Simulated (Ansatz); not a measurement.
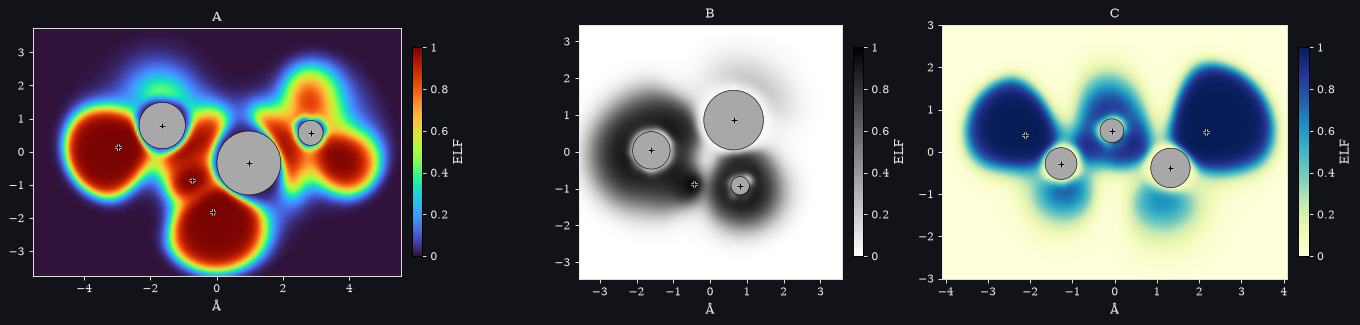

The ELF of 3 systems, each on a plane through atoms (crosses mark nuclei in the plane; grey discs cover the cores).

All numbers below come from RKS PBE0-D4/def2-TZVPP (Ansatz 0.2.0).

System 1: CH7BO, the plane of atoms O2, C3 and H8. The product side of a reaction path; geometry: PBE0-D4/def2-TZVP.

```yaml
atoms:
  - { symbol: B, position_ang: [-0.8900, 0.8929, -0.4517] }
  - { symbol: O, position_ang: [0.4678, -0.0290, -0.5401] }
  - { symbol: C, position_ang: [0.6237, -0.9693, 0.5295] }
  - { symbol: H, position_ang: [-0.7540, 1.6464, -1.3850] }
  - { symbol: H, position_ang: [-1.7786, 0.0849, -0.5647] }
  - { symbol: H, position_ang: [1.2218, 0.5694, -0.5696] }
  - { symbol: H, position_ang: [-0.8237, 1.4190, 0.6396] }
  - { symbol: H, position_ang: [1.5485, -1.5275, 0.3831] }
  - { symbol: H, position_ang: [0.6178, -0.4518, 1.4902] }
  - { symbol: H, position_ang: [-0.2335, -1.6349, 0.4687] }
```

System 2: AlClFH3, the plane of atoms Cl2, Al1 and F6. A transition-state structure; geometry: PBE0-D4/def2-TZVP.

```xyz
6

Al   -0.6450   -0.0818   -0.1563
Cl    1.4251    1.0355   -0.5310
H    -0.9304   -1.0387   -1.3710
H    -1.6410    0.9179    0.5374
H     1.3061   -0.0114    0.4979
F     0.4853   -0.8215    1.0229
```

System 3: CH8MgSi, the plane of atoms Si2, Mg1 and H5. A transition-state structure; geometry: PBE0-D4/def2-TZVP.

```yaml
atoms:
  - { symbol: Mg, position_ang: [-0.8672, 0.2304, -0.0280] }
  - { symbol: Si, position_ang: [1.6062, 0.0074, 1.3649] }
  - { symbol: C, position_ang: [-1.3696, -0.2815, -1.9718] }
  - { symbol: H, position_ang: [-0.1702, 0.5873, 1.5933] }
  - { symbol: H, position_ang: [-1.2502, 0.9044, 1.6300] }
  - { symbol: H, position_ang: [1.9808, 0.3802, 2.7602] }
  - { symbol: H, position_ang: [2.5386, 0.7507, 0.4618] }
  - { symbol: H, position_ang: [1.9151, -1.4490, 1.2165] }
  - { symbol: H, position_ang: [-2.4484, -0.4167, -2.0839] }
  - { symbol: H, position_ang: [-1.0561, 0.4981, -2.6721] }
  - { symbol: H, position_ang: [-0.8788, -1.2113, -2.2708] }
```

Which map belongs to which system?

Panel A is system 3, CH8MgSi: the plane holds Mg, Si, C and H. C–Mg (2.07 Å): the ELF peaks at about 0.95 in the valence shell of C, 0.8 Å from its nucleus, and is about 0.75 at the midpoint. Panel B is system 2, AlClFH3: the plane holds Al, Cl, H and F. Al–F (1.79 Å): the ELF peaks at about 0.85 in the valence shell of F, 0.5 Å from its nucleus, and is about 0.40 at the midpoint. Panel C is system 1, CH7BO: the plane holds B, O, C and H. C–O (1.43 Å): the ELF peaks at about 0.90 between the atoms, as expected for a shared but strongly polarised pair.
